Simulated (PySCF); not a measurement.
**Run report: Si2NH6O2, EPR calculation**

System: Si2NH6O2, multiplicity 2, SMILES [NH][SiH](O)O[SiH3].
Method: UKS B3LYP, IGLO-III on N O Si, pcH-1 on H, non-relativistic, mean-field spin-orbit, GIAO (PySCF 2.14.0).

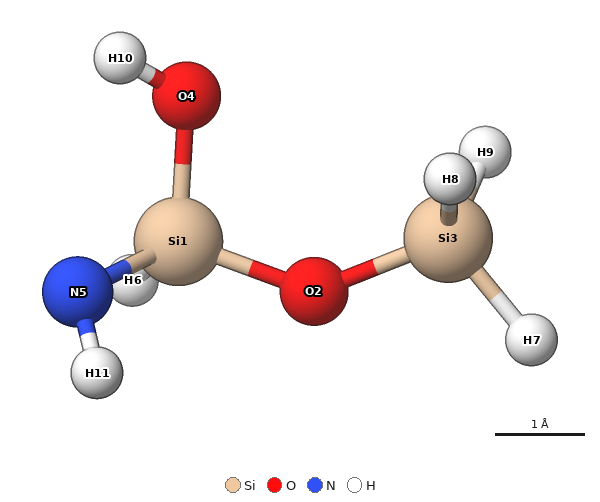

Figure 1. The structure as given in the input (ball-and-stick view, seen at a tilt; atoms are numbered from 1 in the order of the input).

**Results in brief**

| quantity | value |
| --- | --- |
| outcome | converged |
| total energy | −788.047121 hartree |
| ⟨S²⟩ | 0.753 |
| isotropic g | 2.0051 |
| hardware | 1 CPU thread, shared host |
| wall time | 63 s |
| peak memory | 0.97 GiB |

**Input**
```
{"job": {"kind": "epr"}, "charge": 0, "multiplicity": 2}
Si    -0.257286    -1.076081     0.406324
O      0.138666    -0.071573    -0.839816
Si     0.042038     1.551137    -1.209239
O     -1.009303    -0.133991     1.540647
N      1.104233    -1.857078     1.183186
H     -1.124288    -2.165821    -0.114582
H      0.630200     1.734651    -2.565764
H      0.818217     2.360039    -0.222834
H     -1.378292     2.007398    -1.215162
H     -0.860646    -0.379802     2.458576
H      1.928845    -1.997884     0.587387
```

The first line tells a small driver script what to run in PySCF; the rest is the geometry in Å.

Launched with:
```bash
OMP_NUM_THREADS=1 python <driver script> task.json out
```

**Log**
```
UKS, coarse grid
  cycle   1  E = -787.83063698  |g| = 8.03e-01
  cycle   2  E = -787.29869207  |g| = 1.43e+00
  cycle   3  E = -788.04078550  |g| = 1.19e-01
  cycle   4  E = -788.04484592  |g| = 7.24e-02
  cycle   5  E = -788.04703422  |g| = 1.11e-02
  cycle   6  E = -788.04708945  |g| = 5.17e-03
  cycle   7  E = -788.04710707  |g| = 2.89e-03
  cycle   8  E = -788.04711832  |g| = 1.26e-03
  cycle   9  E = -788.04712827  |g| = 7.39e-04
UKS, final grid
  cycle   1  E = -788.04711847  |g| = 5.68e-04
  cycle   2  E = -788.04711974  |g| = 5.24e-04
  cycle   3  E = -788.04712020  |g| = 3.80e-04
  cycle   4  E = -788.04712105  |g| = 2.56e-04
  cycle   5  E = -788.04712138  |g| = 3.56e-05
  cycle   6  E = -788.04712138  |g| = 1.39e-05
E = -788.04712138 Eh   <S^2> = 0.7532 (exact 0.7500)
g shifts (ppm)      1          2          3
  rmc          -194       -194       -194
  gc            -11         42         33
  oz_so          53       1481       7442
  total        -152       1329       7281
hyperfine (MHz)  atom isotope    a_iso     a_fc   dipolar eigenvalues
    0  29Si      38.11      38.17     -2.10      0.40      1.70
    1   17O      -1.74      -1.74     -2.02      0.93      1.09
    2  29Si       0.60       0.60     -0.39      0.19      0.21
    3   17O      -2.68      -2.67     -5.14      2.44      2.70
    4   14N      27.02      26.91    -41.30    -40.72     82.02
    5    1H      60.68      60.68     -4.84     -1.51      6.35
    6    1H       0.35       0.35     -0.56     -0.55      1.11
    7    1H      -0.04      -0.03     -0.95     -0.90      1.85
    8    1H      -0.09      -0.09     -0.60     -0.56      1.17
    9    1H      -1.07      -1.08     -3.92     -2.30      6.23
   10    1H     -57.46     -57.63    -51.01     -8.08     59.09
```

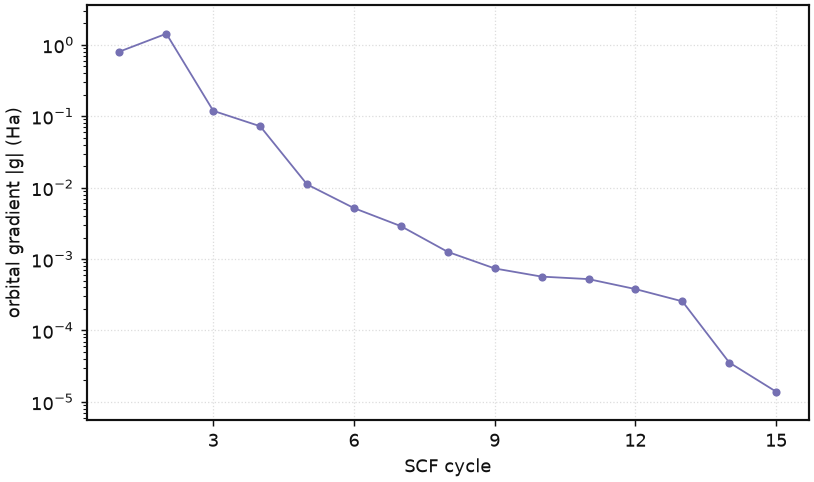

Figure 2. Convergence of the self-consistent field: orbital gradient |g| against the SCF cycle. All cycles printed in the log are drawn one after another.
